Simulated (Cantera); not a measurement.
Feed: 1 mol SiHCl3, 2 mol NH3, a varied amount of N2, held at 823 K and 0.0350 bar.

Equilibrium computed with Cantera from the NASA thermochemical tables; the gas is ideal and each condensed phase is pure. Candidate condensed phases: NH4Cl, Si, Si3N4; 28 gas species. Kinetics and transport are ignored.

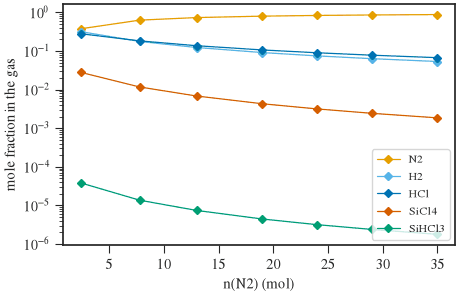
*Equilibrium gas composition (values under 1e-9 drawn at 1e-9)*

From 2.4 mol N2 to 35 mol N2 the condensed part is Si3N4(s). The main Si-bearing gas is SiCl4 throughout. The share of Si in condensed phases is highest at 35 mol N2 (92.5 %) and lowest at 2.4 mol N2 (78.6 %).
